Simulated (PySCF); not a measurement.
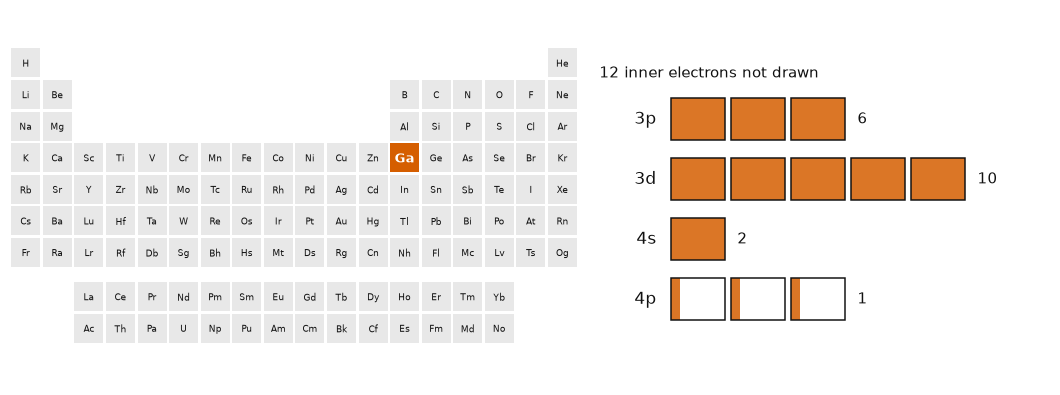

Figure 1. Left, the place of gallium in the periodic table; right, the outer shells of the nominal configuration: a box for each of the 2l + 1 orbitals, shaded by the share of the shell that is filled, with the electron count at the right.

# Run report: Ga, atomic calculation

System: Ga, configuration 1s2 2s2 2p6 3s2 3p6 3d10 4s2 4p1, multiplicity 2.
Method: unrestricted HF, def2-SVP, non-relativistic, point nucleus (PySCF).

## The input
```python
from pyscf import gto, scf, dft, mp, cc
import basis_set_exchange as bse
mol = gto.M(atom="Ga 0 0 0", charge=0, spin=1, symmetry="D2h",
            basis=gto.basis.parse(bse.get_basis("def2-SVP", elements=["Ga"], fmt="nwchem", header=False)))
mf = scf.UHF(mol)
mf.irrep_nelec = {'Ag': (6, 6), 'B1g': (1, 1), 'B2g': (1, 1), 'B3g': (1, 1), 'B1u': (2, 2), 'B2u': (3, 2), 'B3u': (2, 2)}
mf.kernel()
```

The script is an equivalent of what the driver set up; the driver computed the properties (radii, ⟨L²⟩, response) afterwards. It also set what the script leaves out: max_cycle = 5, guess = minao. It held the occupations shell by shell, which the script's counts by irreducible representation don't always enforce.

Hardware: 1 thread of Arm Neoverse N1, 40 GiB of memory available, shared host.

Launched within a batch (the task file carries these settings):
```bash
OMP_NUM_THREADS=1 python <driver script> TASK.json OUT
```

## The program's output (extracts)
```
damping factor = 0
level_shift factor = 0
DIIS = <class 'pyscf.scf.diis.CDIIS'>
diis_start_cycle = 1
diis_space = 10
diis_damp = 0
SCF conv_tol = 1e-09
SCF conv_tol_grad = None
number electrons alpha = 16  beta = 15
irrep_nelec {'Ag': (6, 6), 'B1g': (1, 1), 'B2g': (1, 1), 'B3g': (1, 1), 'B1u': (2, 2), 'B2u': (3, 2), 'B3u': (2, 2)}
alpha HOMO (B2u) = 0.015338104813431  LUMO (B3u) = 0.0153381048134321

WARN: HOMO 0.015338104813431 >= LUMO 0.015338104813431

cycle= 1 E= -1922.96577001928  delta_E= -0.653  |g|= 0.0785  |ddm|= 0.799
alpha HOMO (B2u) = -0.206206974849701  LUMO (B1u) = 0.0185802174775146
  HOMO = -0.20620697485  LUMO = 0.0185802174775  gap/eV = 6.11677
cycle= 2 E= -1922.97242370609  delta_E= -0.00665  |g|= 0.0488  |ddm|= 0.175
alpha HOMO (B2u) = -0.207821191715257  LUMO (B1u) = 0.0247154184084244
  HOMO = -0.207821191715  LUMO = 0.0247154184084  gap/eV = 6.32764
cycle= 3 E= -1922.97358622935  delta_E= -0.00116  |g|= 0.0162  |ddm|= 0.0517
alpha HOMO (B2u) = -0.213312204775624  LUMO (B1u) = 0.0303474642667413
  HOMO = -0.213312204776  LUMO = 0.0303474642667  gap/eV = 6.63032
cycle= 4 E= -1922.97411880877  delta_E= -0.000533  |g|= 0.00307  |ddm|= 0.0653
alpha HOMO (B2u) = -0.214057604559305  LUMO (B3u) = 0.0302031542008662
  HOMO = -0.214057604559  LUMO = 0.0302031542009  gap/eV = 6.64667
cycle= 5 E= -1922.97413401671  delta_E= -1.52e-05  |g|= 0.000627  |ddm|= 0.0153
SCF not converged.
SCF energy = -1922.97413401671 after 5 cycles  <S^2> = 0.75933659  2S+1 = 2.0093149
```

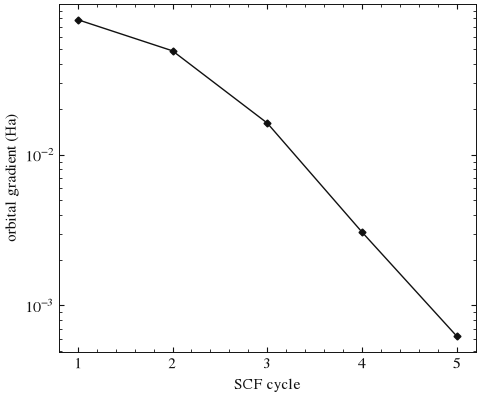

Figure 2. Convergence: orbital gradient against the SCF cycle. The residual is still falling at the last step (down to 6 × 10⁻⁴), so the run was stopped before it reached the threshold. It goes from 0.079 to 0.00063 in 5 steps.

## What the run reported

- outcome: not converged
- total energy: −1922.9741 hartree
- kinetic energy: 1922.9150 hartree
- −E/T (1 by the virial theorem at the basis-set limit): 1.0000
- ⟨S²⟩: 0.759
- ⟨L²⟩: 2.03
- SCF iterations: 5

## What went wrong

One thing in this input was made wrong on purpose: too few SCF iterations. The run did not meet its convergence test in 5 iterations, so its last values are not results.
